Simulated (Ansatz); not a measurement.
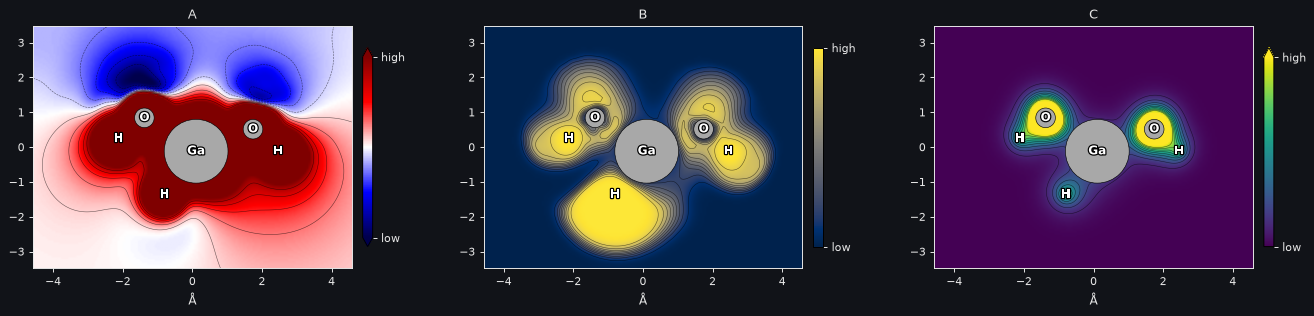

GaH₃O₂: 3 fields on the molecular plane, with unlabelled colour scales. Grey discs cover the atomic cores.

Not at a stationary point (largest force 1.7 eV/Å).

Level of theory: RKS BHLYP/def2-SVP in Ansatz 0.2.0.

Which field does each panel show? The fields are: electron density, electron localisation function and electrostatic potential.

Panel A: electrostatic potential (strongly positive close to the atoms, with negative regions outside electron-rich atoms). Panel B: electron localisation function. Panel C: electron density. From the grid: Ga–O (1.75 Å): ρ is about 0.94 e/Å³ halfway; the ELF peaks at about 0.85 in the valence shell of O, 0.6 Å from its nucleus, and is about 0.25 at the midpoint. O–H (0.95 Å): the density is about 3.7 e/Å³ at the midpoint; the ELF climbs to about 1 towards the hydrogen, as it does in any bond to H; an ordinary covalent bond to hydrogen.
